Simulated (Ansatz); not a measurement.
Run report: C2H5F2In, molecular dynamics (part 2 of 2)

C2H5F2In; RKS PBE-d3bj/def2-SVP (Ansatz 0.2.0). The geometry comes from this level: PBE0-D4/def2-TZVP.

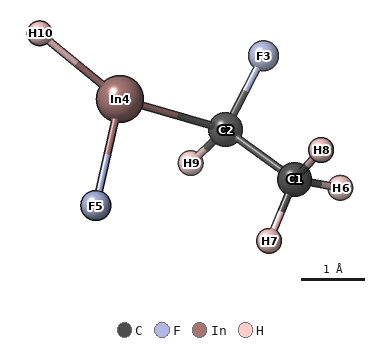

Fig. 1: The geometry at step 21 of the log (ball-and-stick view, seen at a tilt; atoms are numbered from 1 in the order of the input).

**Trajectory as extended XYZ, continued**
```
10
Properties=species:S:1:pos:R:3:forces:R:3 step=12 time_fs=6.0 energy=-12748.64250 temperature=235.6
C    -0.9910   -0.9125    0.0845    2.4185  -1.9054   0.0738
C     0.4719   -0.4680    0.4717   -1.5293   1.3769   0.1000
F     0.5215   -0.4327    1.8679    0.7009  -0.4690  -0.2417
In    0.8665    1.5457   -0.3157    0.7086   0.8075   1.3974
F     0.3566    1.3946   -2.1691   -0.5044  -0.1423  -1.7261
H    -0.9543   -1.9994    0.4902   -0.9562   1.2781  -0.1316
H    -0.9244   -1.0839   -1.0098   -0.6327   0.3922  -0.1246
H    -1.8537   -0.2679    0.4346    0.8365  -0.5650  -0.2094
H     1.3489   -0.9750   -0.0453   -0.8763  -0.5112   0.7781
H     1.5803    3.1499   -0.1121   -0.1655  -0.2619   0.0841
10
Properties=species:S:1:pos:R:3:forces:R:3 step=14 time_fs=7.0 energy=-12748.58062 temperature=195.6
C    -0.9946   -0.9126    0.0832    2.8916  -2.2804   0.5477
C     0.4774   -0.4724    0.4704   -2.1888   1.7916   0.3229
F     0.5226   -0.4343    1.8665    0.7460  -0.5078  -0.2585
In    0.8674    1.5463   -0.3166    0.7700   0.8515   1.5254
F     0.3515    1.3890   -2.1623   -0.5561  -0.1609  -1.8675
H    -0.9466   -2.0038    0.5009   -1.0041   1.4401  -0.1989
H    -0.9317   -1.0950   -0.9922   -0.5923   0.3105  -0.6835
H    -1.8477   -0.2786    0.4238    0.5032  -0.2890  -0.0291
H     1.3394   -0.9525   -0.0485   -0.3866  -0.8746   0.5476
H     1.5956    3.1503   -0.1324   -0.1830  -0.2811   0.0939
10
Properties=species:S:1:pos:R:3:forces:R:3 step=15 time_fs=7.5 energy=-12748.56145 temperature=156.8
C    -0.9960   -0.9135    0.0825    3.1116  -2.3754   0.7306
C     0.4793   -0.4742    0.4693   -2.5231   1.9887   0.4672
F     0.5230   -0.4355    1.8656    0.7571  -0.5186  -0.2665
In    0.8679    1.5468   -0.3170    0.7877   0.8521   1.5693
F     0.3493    1.3864   -2.1598   -0.5761  -0.1681  -1.9184
H    -0.9462   -2.0014    0.5067   -1.0064   1.4189  -0.2109
H    -0.9381   -1.0986   -0.9851   -0.5608   0.2559  -0.9407
H    -1.8433   -0.2848    0.4183    0.3017  -0.1172   0.0747
H     1.3335   -0.9436   -0.0473   -0.1065  -1.0588   0.3951
H     1.6015    3.1494   -0.1410   -0.1852  -0.2774   0.0995
10
Properties=species:S:1:pos:R:3:forces:R:3 step=16 time_fs=8.0 energy=-12748.55764 temperature=161.8
C    -0.9967   -0.9150    0.0818    3.3030  -2.3962   0.8291
C     0.4805   -0.4752    0.4684   -2.8173   2.1523   0.5898
F     0.5236   -0.4366    1.8645    0.7579  -0.5246  -0.2614
In    0.8685    1.5474   -0.3174    0.7973   0.8322   1.6045
F     0.3471    1.3840   -2.1575   -0.5942  -0.1748  -1.9624
H    -0.9478   -1.9951    0.5130   -0.9926   1.3139  -0.2079
H    -0.9461   -1.1002   -0.9806   -0.5240   0.2016  -1.1227
H    -1.8383   -0.2923    0.4137    0.0873   0.0724   0.1810
H     1.3267   -0.9385   -0.0450    0.1625  -1.2177   0.2433
H     1.6056    3.1472   -0.1491   -0.1800  -0.2590   0.1067
10
Properties=species:S:1:pos:R:3:forces:R:3 step=18 time_fs=9.0 energy=-12748.58235 temperature=208.4
C    -0.9959   -0.9188    0.0800    3.5765  -2.1606   0.8319
C     0.4822   -0.4754    0.4660   -3.3285   2.4064   0.8273
F     0.5253   -0.4393    1.8618    0.7420  -0.5205  -0.2373
In    0.8696    1.5484   -0.3182    0.7996   0.7410   1.6349
F     0.3427    1.3788   -2.1539   -0.6246  -0.1872  -2.0222
H    -0.9585   -1.9701    0.5284   -0.9135   0.8404  -0.1312
H    -0.9610   -1.1013   -0.9770   -0.4586   0.0988  -1.3299
H    -1.8248   -0.3045    0.4063   -0.3355   0.4579   0.3637
H     1.3109   -0.9371   -0.0379    0.6934  -1.4960  -0.0659
H     1.6112    3.1379   -0.1684   -0.1508  -0.1803   0.1287
10
Properties=species:S:1:pos:R:3:forces:R:3 step=20 time_fs=10.0 energy=-12748.65452 temperature=297.5
C    -0.9910   -0.9241    0.0788    3.4120  -1.4307   0.4768
C     0.4824   -0.4732    0.4631   -3.5065   2.4576   0.9042
F     0.5270   -0.4417    1.8584    0.7042  -0.4990  -0.1962
In    0.8706    1.5495   -0.3189    0.7769   0.5704   1.6161
F     0.3378    1.3729   -2.1515   -0.6456  -0.1946  -2.0434
H    -0.9744   -1.9361    0.5443   -0.7967   0.0683   0.0785
H    -0.9798   -1.1045   -0.9831   -0.3903   0.0626  -1.1375
H    -1.8132   -0.3090    0.4071   -0.4490   0.6120   0.3879
H     1.2970   -0.9491   -0.0309    0.9909  -1.6051  -0.2420
H     1.6173    3.1209   -0.1884   -0.0959  -0.0414   0.1557
10
Properties=species:S:1:pos:R:3:forces:R:3 step=21 time_fs=10.5 energy=-12748.70726 temperature=306.3
C    -0.9872   -0.9271    0.0784    3.0996  -0.8638   0.2248
C     0.4817   -0.4708    0.4618   -3.3677   2.3345   0.8095
F     0.5280   -0.4428    1.8563    0.6803  -0.4811  -0.1545
In    0.8711    1.5500   -0.3193    0.7515   0.4624   1.5851
F     0.3349    1.3697   -2.1510   -0.6499  -0.1957  -2.0338
H    -0.9835   -1.9188    0.5512   -0.7342  -0.3856   0.2352
H    -0.9889   -1.1077   -0.9888   -0.3544   0.0731  -0.9259
H    -1.8112   -0.3077    0.4109   -0.3135   0.5380   0.3068
H     1.2922   -0.9605   -0.0294    0.9464  -1.5303  -0.2160
H     1.6197    3.1103   -0.1974   -0.0580   0.0483   0.1687
10
Properties=species:S:1:pos:R:3:forces:R:3 step=22 time_fs=11.0 energy=-12748.76016 temperature=319.6
C    -0.9830   -0.9301    0.0784    2.7297  -0.2685  -0.0607
C     0.4804   -0.4679    0.4607   -3.0745   2.1044   0.6375
F     0.5292   -0.4436    1.8541    0.6541  -0.4596  -0.1062
In    0.8715    1.5503   -0.3198    0.7228   0.3488   1.5447
F     0.3318    1.3666   -2.1508   -0.6517  -0.1953  -2.0157
H    -0.9930   -1.9035    0.5570   -0.6780  -0.8290   0.4057
H    -0.9966   -1.1109   -0.9952   -0.3181   0.0935  -0.6785
H    -1.8105   -0.3051    0.4151   -0.1281   0.4190   0.2017
H     1.2897   -0.9756   -0.0291    0.7617  -1.3546  -0.1098
H     1.6225    3.0992   -0.2062   -0.0178   0.1413   0.1813
10
Properties=species:S:1:pos:R:3:forces:R:3 step=24 time_fs=12.0 energy=-12748.85484 temperature=371.8
C    -0.9733   -0.9356    0.0784    1.8378   0.6993  -0.6029
C     0.4762   -0.4613    0.4595   -2.1211   1.3556   0.1186
F     0.5319   -0.4444    1.8502    0.5851  -0.4031   0.0031
In    0.8722    1.5510   -0.3206    0.6348   0.0733   1.4333
F     0.3254    1.3617   -2.1514   -0.6449  -0.1898  -1.9480
H    -1.0161   -1.8819    0.5718   -0.5650  -1.4213   0.6227
H    -1.0107   -1.1176   -1.0132   -0.2335   0.1642  -0.0266
H    -1.8125   -0.2969    0.4279    0.3498   0.0900  -0.0765
H     1.2922   -1.0163   -0.0297    0.0720  -0.7329   0.2703
H     1.6259    3.0746   -0.2206    0.0850   0.3646   0.2059
10
Properties=species:S:1:pos:R:3:forces:R:3 step=26 time_fs=13.0 energy=-12748.90963 temperature=441.3
C    -0.9637   -0.9410    0.0784    0.9873   0.8767  -0.8066
C     0.4711   -0.4539    0.4593   -1.0979   0.4127  -0.3805
F     0.5348   -0.4454    1.8470    0.4971  -0.3205   0.1128
In    0.8728    1.5516   -0.3219    0.5316  -0.2057   1.3019
F     0.3185    1.3570   -2.1533   -0.6283  -0.1783  -1.8549
H    -1.0483   -1.8794    0.5925   -0.3980  -1.2605   0.4749
H    -1.0295   -1.1245   -1.0321   -0.1092   0.2377   0.6044
H    -1.8101   -0.2874    0.4412    0.6944  -0.1644  -0.3083
H     1.3010   -1.0649   -0.0262   -0.6694   0.0165   0.6309
H     1.6279    3.0519   -0.2299    0.1923   0.5858   0.2254
10
Properties=species:S:1:pos:R:3:forces:R:3 step=27 time_fs=13.5 energy=-12748.91683 temperature=432.5
C    -0.9585   -0.9435    0.0781    0.5831   0.7415  -0.8155
C     0.4680   -0.4506    0.4591   -0.6288  -0.0506  -0.5652
F     0.5366   -0.4463    1.8456    0.4478  -0.2744   0.1569
In    0.8731    1.5517   -0.3227    0.4930  -0.3122   1.2287
F     0.3150    1.3545   -2.1547   -0.6165  -0.1701  -1.7978
H    -1.0655   -1.8834    0.6027   -0.2887  -1.0009   0.3049
H    -1.0398   -1.1264   -1.0414   -0.0335   0.2694   0.8841
H    -1.8056   -0.2837    0.4469    0.7843  -0.2400  -0.3876
H     1.3047   -1.0908   -0.0233   -0.9708   0.3763   0.7599
H     1.6316    3.0427   -0.2337    0.2301   0.6610   0.2317
10
Properties=species:S:1:pos:R:3:forces:R:3 step=28 time_fs=14.0 energy=-12748.91148 temperature=428.9
C    -0.9532   -0.9461    0.0778    0.1769   0.5359  -0.7657
C     0.4648   -0.4474    0.4586   -0.2264  -0.4787  -0.6893
F     0.5384   -0.4474    1.8442    0.4013  -0.2279   0.1867
In    0.8732    1.5518   -0.3235    0.4698  -0.3795   1.1524
F     0.3112    1.3520   -2.1563   -0.6029  -0.1606  -1.7363
H    -1.0825   -1.8899    0.6126   -0.1627  -0.6831   0.1026
H    -1.0504   -1.1273   -1.0492    0.0475   0.2883   1.1078
H    -1.8008   -0.2814    0.4512    0.8441  -0.2918  -0.4435
H     1.3060   -1.1163   -0.0207   -1.1976   0.6984   0.8498
H     1.6364    3.0362   -0.2366    0.2500   0.6989   0.2355
10
Properties=species:S:1:pos:R:3:forces:R:3 step=30 time_fs=15.0 energy=-12748.89478 temperature=426.4
C    -0.9426   -0.9511    0.0758   -0.5319  -0.0581  -0.3004
C     0.4587   -0.4417    0.4565    0.3669  -1.1996  -0.7388
F     0.5423   -0.4501    1.8418    0.3001  -0.1198   0.2213
In    0.8731    1.5521   -0.3251    0.4540  -0.4357   0.9929
F     0.3035    1.3470   -2.1599   -0.5724  -0.1409  -1.6037
H    -1.1164   -1.9092    0.6336    0.1450   0.0870  -0.3786
H    -1.0709   -1.1271   -1.0521    0.1821   0.2741   1.1940
H    -1.7846   -0.2811    0.4589    0.8146  -0.2913  -0.4931
H     1.3014   -1.1618   -0.0071   -1.4122   1.1808   0.8670
H     1.6467    3.0295   -0.2432    0.2538   0.7035   0.2394
```

The run was set up as follows.

**Input**
```yaml
crystal:
  periodic: [false, false, false]
  atoms:
    - {symbol: C, position_ang: [-0.945190, -0.923744, 0.076008]}
    - {symbol: C, position_ang: [0.419566, -0.432452, 0.485098]}
    - {symbol: F, position_ang: [0.526248, -0.427552, 1.875881]}
    - {symbol: In, position_ang: [0.865112, 1.541162, -0.310137]}
    - {symbol: F, position_ang: [0.376130, 1.420956, -2.219289]}
    - {symbol: H, position_ang: [-1.110913, -1.942102, 0.440876]}
    - {symbol: H, position_ang: [-1.022202, -0.926371, -1.014094]}
    - {symbol: H, position_ang: [-1.741219, -0.289686, 0.472330]}
    - {symbol: H, position_ang: [1.190915, -1.115183, 0.113002]}
    - {symbol: H, position_ang: [1.441554, 3.094962, 0.080325]}
basis:
  gaussian: {orbitals: def2-SVP}
hamiltonian: {xc: {name: PBE}, dispersion: d3bj}
md: {timestep: 0.5 fs, n_steps: 30, ensemble: nvt_langevin, temperature: 700, initial_velocities: maxwell_boltzmann, friction: 0.01, seed: 64}
```

Command:
```bash
ansatz run in.yaml --threads 4 --pin off --events-out ev --progress --plain --max-ram 10444MiB
```

**Summary**

- outcome: finished
- mean temperature over the second half: 322 K
- trajectory: 30 steps, 15 fs
- ensemble: nvt_langevin
- temperature in the input: 700 K
- time step: 0.5 fs
- potential energy (last step): −12748.8948 eV
- mean-field energy (last step): −12748.7203 eV
- dispersion energy (last step): −0.1745 eV
- SCF solution under orbital rotations (last step): stable
- largest force (length of the vector) (last step): 2.035 eV/Å
- dipole moment (last step): 1.60 D
- hardware: 4 threads of AMD EPYC, 15 GiB of memory available, shared host
- wall time: 14 s (CPU time 50 s)
- peak memory: 0.47 GiB

**Remarks**

So short a trajectory is not equilibrated. The logged temperature at the start can lie below the typed one, since it is counted over all degrees of freedom. The temperature stays far from the 700 K of the thermostat over the second half: the run isn't equilibrated.
